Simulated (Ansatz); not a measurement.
**CH$_{7}$MoN$_{3}$O: one change and its effect**

System: CH$_{7}$MoN$_{3}$O, SMILES C[N]=[Mo]([NH2])([NH2])=[O].
Method of run A: RKS PBE-QIDH (frozen core)/def2-TZVPP (Ansatz 0.2.0).

The geometry comes from this level: PBE0-D4/def2-TZVP. Text and figures count atoms from 1; the logs count them from 0 in places.

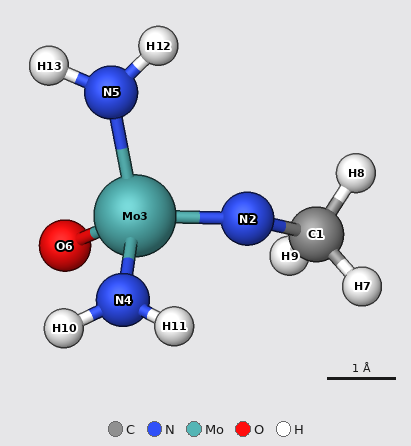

Fig. 1: The input geometry (ball-and-stick view, seen at a tilt; atoms are numbered from 1 in the order of the input). Sticks mark near contacts. Bond lengths as drawn: C–H 1.10 Å, C–N 1.42 Å, H–N 1.01 Å, Mo–N 1.73 to 1.94 Å and Mo–O 1.69 Å.

## Input file, run A
```yaml
crystal:
  periodic: [false, false, false]
  atoms:
    - {symbol: C, position_ang: [-1.228623, -1.634715, -1.125634]}
    - {symbol: N, position_ang: [-0.316265, -0.765917, -0.469513]}
    - {symbol: Mo, position_ang: [0.033892, 0.703188, 0.378856]}
    - {symbol: N, position_ang: [0.737089, 0.155275, 2.106626]}
    - {symbol: N, position_ang: [1.353780, 1.632070, -0.705196]}
    - {symbol: O, position_ang: [-1.319744, 1.690081, 0.600188]}
    - {symbol: H, position_ang: [-1.245380, -2.608136, -0.622948]}
    - {symbol: H, position_ang: [-0.906084, -1.804723, -2.158875]}
    - {symbol: H, position_ang: [-2.247538, -1.232307, -1.140172]}
    - {symbol: H, position_ang: [0.729523, 0.756831, 2.916232]}
    - {symbol: H, position_ang: [1.042969, -0.774909, 2.340229]}
    - {symbol: H, position_ang: [1.877386, 1.221670, -1.460691]}
    - {symbol: H, position_ang: [1.509497, 2.626792, -0.644302]}
basis:
  gaussian: {orbitals: def2-TZVPP}
hamiltonian: {xc: {name: PBE-QIDH}}
```

Launched with:
```bash
ansatz run in.yaml --threads 4 --pin off --events-out ev --progress --plain --max-ram 11315MiB
```

Hardware: 4 threads of Arm Neoverse V1, 23 GiB of memory available, shared host.

## Output (run A)
```
Functional definition: PBE-QIDH
  parameter a = 3^(-1/3)
  parameter c = 1/3
  exchange = (1 - a)*pbe_x + a*exact_x
  correlation = (1 - c)*pbe_c + c*(mp2_os + mp2_ss)
1910 factors; integrals over basis functions are off by at most 1.2e-3 eV
mean field evaluation 1: about -9486.8229 eV, gradient 9.1e1 eV
mean field evaluation 2: about -9487.0578 eV, gradient 9.1e1 eV
mean field evaluation 4: about -9500.1521 eV, gradient 2.8e1 eV
mean field evaluation 8: about -9501.6806 eV, gradient 7.5e-1 eV
mean field evaluation 16: about -9501.7105 eV, gradient 2.4e-3 eV
mean field -9501.71051178 eV, -349.1814208174 hartree, gradient 9.0e-6 eV, S^2 0.000000; 0 other end points of the search recorded, 0 dependent functions left out
5 core orbitals not correlated: weight in the atoms' cores, before any rotation towards them, 1.000 or more for the frozen orbitals, at most 0.000 for the correlated occupied ones
reference -9501.71053354 eV, -349.1814216168 hartree; 23, 23 occupied and 281, 281 virtual orbitals, 1910 factors
second order -52.27617075 eV of doubles, -0.00000000 eV of singles
Total energy: -9519.13592379 eV, -349.8217928972 hartree
```

For run B the input was changed thus:
```diff
-hamiltonian: {xc: {name: PBE-QIDH}}
+hamiltonian: {xc: {name: B2PLYP}}
```

What does this change do to the results?

The total energies belong to different methods, so their difference says nothing on which is more stable or more accurate. The functional changes from PBE-QIDH to B2PLYP.

## Output (run B)
```
Functional definition: B2PLYP
  parameter a = 0.53
  parameter c = 0.27
  exchange = (1 - a)*b88_x + a*exact_x
  correlation = (1 - c)*lyp_c + c*(mp2_os + mp2_ss)
1910 factors; integrals over basis functions are off by at most 1.2e-3 eV
mean field evaluation 1: about -9488.2464 eV, gradient 1.1e2 eV
mean field evaluation 2: about -9488.4249 eV, gradient 1.1e2 eV
mean field evaluation 4: about -9504.3164 eV, gradient 4.2e1 eV
mean field evaluation 8: about -9507.8685 eV, gradient 1.6e0 eV
mean field evaluation 16: about -9507.9022 eV, gradient 2.7e-3 eV
mean field -9507.90216472 eV, -349.4089598660 hartree, gradient 5.3e-6 eV, S^2 0.000000; 0 other end points of the search recorded, 0 dependent functions left out
5 core orbitals not correlated: weight in the atoms' cores, before any rotation towards them, 1.000 or more for the frozen orbitals, at most 0.000 for the correlated occupied ones
reference -9507.90238762 eV, -349.4089680573 hartree; 23, 23 occupied and 281, 281 virtual orbitals, 1910 factors
second order -56.83416776 eV of doubles, -0.00000000 eV of singles
Total energy: -9523.24761291 eV, -349.9728946855 hartree
```

## The two runs side by side

```csv
quantity,run A,run B
outcome,converged,converged
total energy (hartree),−349.821793,−349.972895
basis functions,309,309
wall time (shared host),11 s,11 s
```
